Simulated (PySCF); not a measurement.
SMILES c1cc2cc3sccc3cc2s1, singlet, GFN2-xTB optimised geometry. Atoms within 1.6 Å of the plane z = 0.0 Å (x, y, z in Å): C1 (1.56, -3.10, 0.00), C2 (2.10, -1.86, 0.00), C3 (1.12, -0.83, 0.00), C4 (1.31, 0.55, 0.00), C5 (0.19, 1.35, 0.00), S6 (0.17, 3.10, 0.00), C7 (-1.56, 3.10, 0.00), C8 (-2.10, 1.86, 0.00), C9 (-1.12, 0.83, 0.00), C10 (-1.31, -0.55, 0.00), C11 (-0.19, -1.35, 0.00), S12 (-0.17, -3.10, 0.00), H13 (2.07, -4.04, 0.00), H14 (3.16, -1.67, 0.00), H15 (2.31, 0.97, 0.00), H16 (-2.07, 4.04, 0.00), H17 (-3.16, 1.67, 0.00), H18 (-2.31, -0.97, 0.00).

Computed with B3LYP/def2-SVP (PySCF 2.14.0). Cells within 0.4 Å of a nucleus heavier than hydrogen are left out (blank, or x).

Map of the Laplacian of the electron density (e/bohr⁵), clipped to [-1.50, 1.50] on the plane z = 0.0 Å:

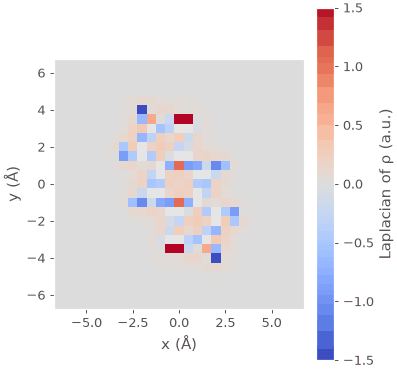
Laplacian of the electron density (e/bohr⁵), clipped to [-1.50, 1.50] on the plane z = 0.0 Å.
